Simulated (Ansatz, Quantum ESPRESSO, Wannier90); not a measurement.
# Ballistic channels from Wannier functions: straight Li chain, spacing 2.95 Å, part 3 of 5

How many channels does the wire offer, and does a small Wannier basis get them right? The wire: straight Li chain, spacing 2.95 Å.

Quantum ESPRESSO 7.5 and Wannier90 3.1.0; plane-wave DFT, PBE, GBRV ultrasoft pseudopotentials; cross-check by Ansatz 0.2.0 with PAW datasets.

So far. Step 2 (Ground state): The run needed 9 iterations to bring the estimated error under 1e-07 Ry.

## Step 6: Localisation, bands and conductance

Level of this step: maximally localised Wannier functions and ballistic conductance; plane-wave DFT, PBE, GBRV ultrasoft pseudopotentials (Wannier90).

After disentangling and localising, transport_mode = bulk builds principal layers from hoppings within dist_cutoff and counts open channels.

wan.win reads:

```
num_wann = 1
num_bands = 8
num_iter = 200
num_print_cycles = 20
conv_tol = 1e-8
conv_window = 5
guiding_centres = true
dis_num_iter = 1500
dis_conv_tol = 1e-8
dis_win_min = -13.8215
dis_win_max = 6.1785
dis_froz_max = -1.3215
search_shells = 120
fermi_energy = -2.8215

transport = true
transport_mode = bulk
one_dim_axis = z
dist_cutoff = 17.6
dist_cutoff_mode = one_dim
tran_win_min = -4.0
tran_win_max = 2.0
tran_energy_step = 0.02

bands_plot = true
bands_num_points = 96
begin kpoint_path
G 0.0 0.0 0.0 Z 0.0 0.0 0.5
end kpoint_path

begin projections
Li:s
end projections

begin unit_cell_cart
ang
  8.0000000000 0.0000000000 0.0000000000
  0.0000000000 8.0000000000 0.0000000000
  0.0000000000 0.0000000000 2.9500000000
end unit_cell_cart

begin atoms_frac
  Li 0.0000000000 0.0000000000 0.0000000000
end atoms_frac

mp_grid = 1 1 12
begin kpoints
  0.0 0.0 0.0000000000
  0.0 0.0 0.0833333333
  0.0 0.0 0.1666666667
  0.0 0.0 0.2500000000
  0.0 0.0 0.3333333333
  0.0 0.0 0.4166666667
  0.0 0.0 0.5000000000
  0.0 0.0 0.5833333333
  0.0 0.0 0.6666666667
  0.0 0.0 0.7500000000
  0.0 0.0 0.8333333333
  0.0 0.0 0.9166666667
end kpoints
```

Command:

```
$ OMP_NUM_THREADS=1 wannier90.x wan > wan.run.log
```

The program printed:

```text
[banner, memory and clock lines left out]
+---------------------------------------------------+
             |                                                   |
             |                   WANNIER90                       |
             |                                                   |
             +---------------------------------------------------+
             |                                                   |
             |        Welcome to the Maximally-Localized         |
             |        Generalized Wannier Functions code         |
             |                             |
             |                                                   |
             |                                                   |
             |  Wannier90 Developer Group:                       |
             |    Giovanni Pizzi    (EPFL)                       |
             |    Valerio Vitale    (Cambridge)                  |
             |    David Vanderbilt  (Rutgers University)         |
             |    Nicola Marzari    (EPFL)                       |
             |    Ivo Souza         (Universidad del Pais Vasco) |
             |    Arash A. Mostofi  (Imperial College London)    |
             |    Jonathan R. Yates (University of Oxford)       |
             |                                                   |
             |  For the full list of Wannier90 3.x authors,      |
             |  please check the code documentation and the      |
             |  README on the GitHub page of the code            |
             |                                                   |
             |                                                   |
             |                                                   |
             |  [ref] "Wannier90 as a community code:            |
             |        new features and applications",            |
             |        165902 (2020).                             |
             |            |
             |                                                   |
             |  in any publications arising from the use of      |
             |                                                   |
             |  [ref] "Maximally Localized Generalised Wannier   |
             |         Functions for Composite Energy Bands"     |
             |         N. Marzari and D. Vanderbilt              |
             |         Phys. Rev. B 56 12847 (1997)              |
             |                                                   |
             |  [ref] "Maximally Localized Wannier Functions     |
             |         for Entangled Energy Bands"               |
             |         I. Souza, N. Marzari and D. Vanderbilt    |
             |         Phys. Rev. B 65 035109 (2001)             |
             |                                                   |
             |                                                   |
             | Copyright (c) 1996-2020                           |
             |        The Wannier90 Developer Group and          |
             |        individual contributors                    |
             |                                                   |
             |      Release: 3.1.0        5th March    2020      |
             |                                                   |
             | This program is free software; you can            |
             | redistribute it and/or modify it under the terms  |
             | of the GNU General Public License as published by |
             | the Free Software Foundation; either version 2 of |
             | the License, or (at your option) any later version|
             |                                                   |
             | This program is distributed in the hope that it   |
             | will be useful, but WITHOUT ANY WARRANTY; without |
             | even the implied warranty of MERCHANTABILITY or   |
             | FITNESS FOR A PARTICULAR PURPOSE. See the GNU     |
             | General Public License for more details.          |
             |                                                   |
             | You should have received a copy of the GNU General|
             | Public License along with this program; if not,   |
             | write to the Free Software Foundation, Inc.,      |
             | 675 Mass Ave, Cambridge, MA 02139, USA.           |
             |                                                   |
             +---------------------------------------------------+
[date or host left out]
             +---------------------------------------------------+

 ******************************************************************************
 * -> Using CODATA 2006 constant values                                       *
 *    (                      *
 * -> Using Bohr value from CODATA                                            *
 ******************************************************************************

 Running in serial (with parallel executable)

                                    ------
                                    SYSTEM
                                    ------

                              Lattice Vectors (Ang)
                    a_1     8.000000   0.000000   0.000000
                    a_2     0.000000   8.000000   0.000000
                    a_3     0.000000   0.000000   2.950000

                   Unit Cell Volume:     188.80000  (Ang^3)

                        Reciprocal-Space Vectors (Ang^-1)
                    b_1     0.785398   0.000000   0.000000
                    b_2     0.000000   0.785398   0.000000
                    b_3     0.000000   0.000000   2.129893

 *----------------------------------------------------------------------------*
 |   Site       Fractional Coordinate          Cartesian Coordinate (Ang)     |
 +----------------------------------------------------------------------------+
 | Li   1   0.00000   0.00000   0.00000   |    0.00000   0.00000   0.00000    |
 *----------------------------------------------------------------------------*
                                ------------
                                K-POINT GRID
                                ------------

             Grid size =  1 x  1 x 12      Total points =   12

 *---------------------------------- MAIN ------------------------------------*
 |  Number of Wannier Functions               :                 1             |
 |  Number of Objective Wannier Functions     :                 1             |
 |  Number of input Bloch states              :                 8             |
 |  Output verbosity (1=low, 5=high)          :                 1             |
[...]
+----------------------------------------------------------------------------+
 |                           b_k Directions (Ang^-1)                          |
 |                           -----------------------                          |
 |            No.           x           y           z                         |
 |            ---        --------------------------------                     |
 |             1         0.000000    0.000000    0.177491                     |
 |             2         0.785398    0.000000    0.000000                     |
 |             3         0.000000    0.785398    0.000000                     |
 +----------------------------------------------------------------------------+

 Time to get kmesh              0.014 (sec)
 *============================================================================*
 |                              MEMORY ESTIMATE                               |
 |         Maximum RAM allocated during each phase of the calculation         |
 *============================================================================*
 |                        Disentanglement            0.11 Mb                  |
 |                            Wannierise:            0.01 Mb                  |
 |                          plot_wannier:            0.01 Mb                  |
 *----------------------------------------------------------------------------*

 Starting a new Wannier90 calculation ...

 Reading overlaps from wan.mmn    :  Created on   at 18:29: 4

 Reading projections from wan.amn :  Created on   at 18:29: 4

 Time to read overlaps          0.004 (sec)

 *------------------------------- DISENTANGLE --------------------------------*
 +----------------------------------------------------------------------------+
 |                              Energy  Windows                               |
 |                              ---------------                               |
 |                   Outer:  -13.82150  to    6.17850  (eV)                   |
 |                   Inner:  -13.82150  to   -1.32150  (eV)                   |
 +----------------------------------------------------------------------------+
   Number of target bands to extract:    1

                   Unitarised projection of Wannier functions
   A_mn = <psi_m|g_n> --> S = A.A^+ --> U = S^-1/2.A
   In dis_project... done
   Using an inner window (linner = T)
   In dis_proj_froz... done

                   Extraction of optimally-connected subspace
 +---------------------------------------------------------------------+<-- DIS
 |  Iter     Omega_I(i-1)      Omega_I(i)      Delta (frac.)    Time   |<-- DIS
 +---------------------------------------------------------------------+<-- DIS
       1       2.69399974       2.69399974       0.000E+00      0.00    <-- DIS
       2       2.69399974       2.69399974       0.000E+00      0.00    <-- DIS
       3       2.69399974       2.69399974       0.000E+00      0.00    <-- DIS

             <<<      Delta < 1.000E-08  over  3 iterations     >>>
             <<< Disentanglement convergence criteria satisfied >>>

        Final Omega_I     2.69399974 (Ang^2)

 +----------------------------------------------------------------------------+

 Time to disentangle bands      0.000 (sec)

 Writing checkpoint file wan.chk... done

 *------------------------------- WANNIERISE ---------------------------------*
 +--------------------------------------------------------------------+<-- CONV
 | Iter  Delta Spread     RMS Gradient      Spread (Ang^2)      Time  |<-- CONV
 +--------------------------------------------------------------------+<-- CONV

 Initial State
  WF centre and spread    1  (  0.000000,  0.000000,  1.475000 )    23.89909602
  Sum of centres and spreads (  0.000000,  0.000000,  1.475000 )    23.89909602

      0     0.239E+02     0.0000000000       23.8990960238       0.00  <-- CONV
        O_D=     21.2050963 O_OD=      0.0000000 O_TOT=     23.8990960 <-- SPRD
 Cycle:      1
  WF centre and spread    1  (  0.000000,  0.000000,  1.475000 )     8.91151376
  Sum of centres and spreads (  0.000000,  0.000000,  1.475000 )     8.91151376

      1    -0.150E+02    21.5854004082        8.9115137604       0.00  <-- CONV
        O_D=      6.2175140 O_OD=      0.0000000 O_TOT=      8.9115138 <-- SPRD
 Delta: O_D= -0.1498758E+02 O_OD=  0.0000000E+00 O_TOT= -0.1498758E+02 <-- DLTA

             <<<     Delta < 1.000E-08  over  5 iterations     >>>
             <<< Wannierisation convergence criteria satisfied >>>

 Final State
  WF centre and spread    1  (  0.000000,  0.000000,  1.475000 )     2.69399974
  Sum of centres and spreads (  0.000000,  0.000000,  1.475000 )     2.69399974

         Spreads (Ang^2)       Omega I      =     2.693999740
        ================       Omega D      =     0.000000000
                               Omega OD     =     0.000000000
    Final Spread (Ang^2)       Omega Total  =     2.693999740
 Time for wannierise            0.001 (sec)

 Writing checkpoint file wan.chk... done

 *---------------------------------------------------------------------------*
 |                               PLOTTING                                    |
 *---------------------------------------------------------------------------*

 Translated centres
    translation centre in fractional coordinate:  0.000000  0.000000  0.000000
  WF centre     1  (  0.000000,  0.000000, -1.475000 )

 Calculating interpolated band-structure

 Time to calculate interpolated band structure       0.001 (sec)

 Time for plotting              0.003 (sec)

 *---------------------------------------------------------------------------*
 |                              TRANSPORT                                    |
 *---------------------------------------------------------------------------*

 Calculation of Quantum Conductance and DoS: bulk mode

 Maximum imaginary part of the real-space Hamiltonian:     0.000000

     Maximum real part of the real-space Hamiltonian at each lattice point
            Lattice point R           Max |H_ij(R)|
                  -7                     0.000000
                  -6                     0.000000
                  -5                     0.002484
                  -4                     0.006275
                  -3                     0.019577
                  -2                     0.076655
                  -1                     0.522208
                   0                     2.688072
                   1                     0.522208
                   2                     0.076655
                   3                     0.019577
                   4                     0.006275
                   5                     0.002484
                   6                     0.000000
                   7                     0.000000

 Number of unit cells inside the principal layer:     5
 Number of Wannier Functions inside the principal layer:     5

 Calculating quantum conductance and density of states... done

 Time for transport             0.008 (sec)
 Total Execution Time           0.035 (sec)

 *===========================================================================*
 |                             TIMING INFORMATION                            |
 *===========================================================================*
 |    Tag                                                Ncalls      Time (s)|
 |---------------------------------------------------------------------------|
 |kmesh: get                                        :         1         0.014|
 |overlap: allocate                                 :         1         0.000|
 |overlap: read                                     :         1         0.004|
 |dis: main                                         :         1         0.000|
 |wann: main                                        :         1         0.001|
 |plot: main                                        :         1         0.003|
 |tran: main                                        :         1         0.008|
 *---------------------------------------------------------------------------*

 All done: wannier90 exiting
[key lines of the parts left out:]
|  Fermi energy (eV)                         :            -2.821             |
```

It took 0.77 s on 1 MPI rank of AMD EPYC 7R43, shared host; peak memory 0.08 GiB.

Numbers from this step:

- lead channels at the Fermi level, one spin: 1
- total spread: 2.694 Å²
- gauge-invariant spread: 2.694 Å²
- largest misfit to plane-wave levels between mesh points, inside the frozen window: 0.001848 eV

Per spin. The quantum conductance of the perfect wire, open channels by energy, zero at the Fermi level:

```
energy (eV)  quantum conductance of the perfect wire, open channels
     -1.020                                                       0
     -0.500                                                       1
      0.000                                                       1
      0.500                                                       1
      1.000                                                   1.000
      1.500                                                  2.1e-7
```

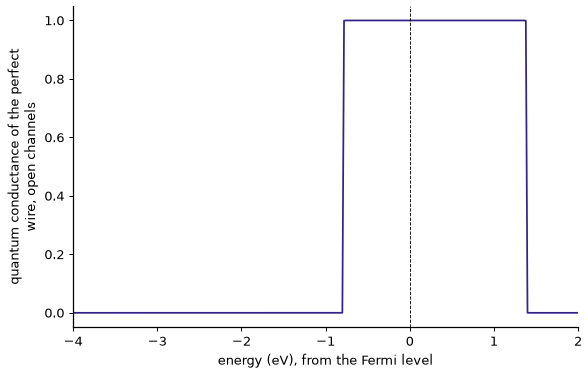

Quantum conductance of the perfect wire, open channels, plotted against energy.

Wannier functions:

```
no.  x (Å)  y (Å)  z (Å)  spread (Å²)
  1      0      0  1.475        2.694
```

Electronic bands along the path, in eV, zero at the Fermi level; # counts the bands kept:

```
point     #1
    Γ  -0.79
    Z   1.39
```

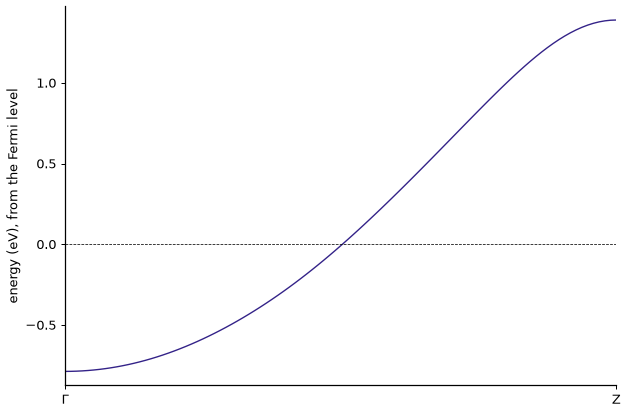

Electronic bands along the path.

Bands and channels are those of the Wannier model: bands that were not projected, and all outside the frozen window, are missing or only approximate.

## Step 7: Neighbour list from wannier90 -pp, with dis_num_iter = 10

How much does a setting matter? One run is repeated with a change.

wan_w.win, as its differences from the input of step 6:

```diff
@@ -7,3 +7,3 @@
 guiding_centres = true
-dis_num_iter = 1500
+dis_num_iter = 10
 dis_conv_tol = 1e-8
```

Command:

```
$ OMP_NUM_THREADS=1 wannier90.x -pp wan_w > wan_w.pp.log
```

Wall time 0.77 s (1 MPI rank); peak memory 0.08 GiB.

## Step 8: Overlaps and projections

The same post-processing, on the changed run.

wan_w.p2w.in reads:

```
&inputpp
  prefix = 'nscf'
  outdir = './out'
  seedname = 'wan_w'
  write_mmn = .true.
  write_amn = .true.
  write_unk = .false.
/
```

Command:

```
$ OMP_NUM_THREADS=1 mpirun -n 2 pw2wannier90.x -in wan_w.p2w.in > wan_w.p2w.out
```

The job ended after 1.9 s (2 MPI ranks; peak memory 0.08 GiB; 3.5 s of CPU time).

(Continued in part 4 of 5.)

[Logs are printed without paths, hosts, clocks, repeated set-up lines and the standing remarks that a program may print on its own settings, such as how far it seeks lower states.]

[Hosts, paths, dates, database ids (printed as entryN), source tags and the programs' standing remarks are cut or masked in the printed files.]

[Maps of the electrostatic potential energy from Ansatz leave out the sawtooth potential of an applied field or a dipole correction, so their vacuum need not be flat; planar profiles and work functions include it.]
